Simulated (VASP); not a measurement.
Band structure of Ba (bcc). Calculation: MS2 meta-GGA, VASP's PBE PAW potentials (set 64) (plane waves; VASP).

Unless said otherwise, spin-orbit coupling is left out, though it shifts the bands of the heavy elements here.

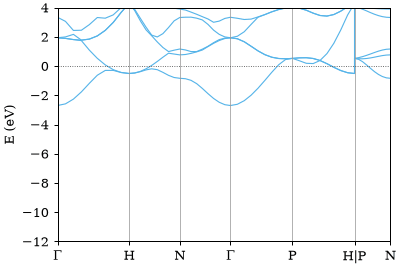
Figure. Bands along high-symmetry lines, zero at the valence-band maximum or, without a gap, the Fermi level

### Question
Read the plot: is there a gap, and where are the band edges?

### Answer
It has no gap at this level: it comes out as a metal or semimetal.

The compound is Ba in the bcc structure. It was relaxed first.
